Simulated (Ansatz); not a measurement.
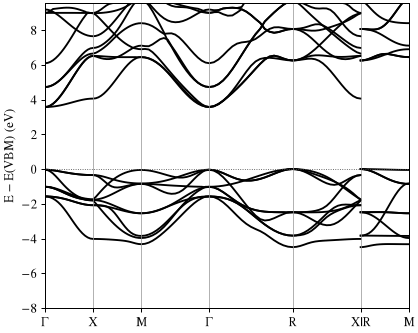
Band structure from DFT-LDA in the program Ansatz with PAW potentials

Question: Read off the gap and where the band edges lie.

Answer: About 3.6 eV (3.57 eV by a search for the band edges); maximum at R, minimum at Γ.

The material is BaHfO3 (cubic perovskite, Pm-3m).

The LDA relaxation kept the symmetry of its start; phonons on a q-mesh show weakly imaginary modes. The run is not spin-polarised. Scalar-relativistic: spin–orbit coupling is off unless named, which matters more the heavier the elements.

Potentials: the later of the program's two PAW sets.
